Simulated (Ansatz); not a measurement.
Ligand exchange: CBr3Cl + GaH2Br → CHBr2Cl + GaHBr2

Species: CBr3Cl (tribromochloromethane) `ClC(Br)(Br)Br`, singlet; GaH2Br `[GaH2][Br]`, singlet; CHBr2Cl (chlorodibromomethane) `ClC(Br)Br`, singlet; GaHBr2 `[Br][GaH][Br]`, singlet. The partners trade Br for H: C–Br and Ga–H bonds give way to C–H and Ga–Br.

Shapes, held fixed at every level: PBE0-D4/def2-TZVP. Programs: Ansatz 0.2.0. The zero-point and thermal change to 298 K, harmonic and unscaled (PBE0-D4/def2-TZVP), is +13.4 kJ/mol.

```tsv
level	kind	ΔH(298 K) (kJ/mol)	less CCSD(T)/def2-TZVPP
HF/def2-TZVPP	Hartree–Fock	-255.0	-40.5
SPW92/def2-TZVPP	LDA	-197.1	+17.4
wB97M-V/def2-TZVPP	range-separated hybrid	-212.2	+2.3
CCSD(T)/def2-SVP	coupled cluster or CI	-217.9	-3.4
CCSD/def2-SVP	coupled cluster or CI	-224.0	-9.5
CCSD/def2-TZVPP	coupled cluster or CI	-221.3	-6.8
CCSD(T)/def2-TZVPP	coupled cluster or CI	-214.5	0.0
```

The highest level, CCSD(T)/def2-TZVPP, gives ΔH(298 K) = -214.5 kJ/mol; the levels span -255.0 to -197.1. The column of differences is taken from that level and isn't an error. No measured value is set beside it here. Relativity is left out for Br, Ga. Outer-core shells of Br, Ga are correlated in most correlated rows, in sets that cover them unevenly.

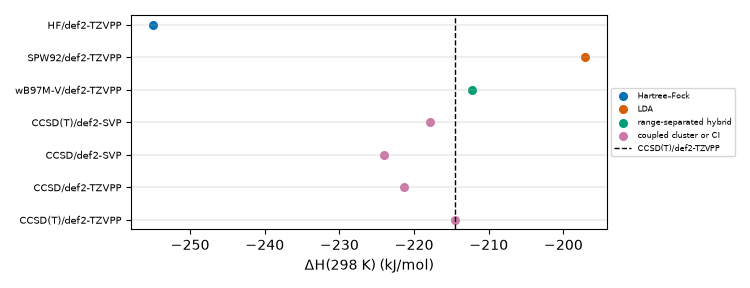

The values of the table, level by level.
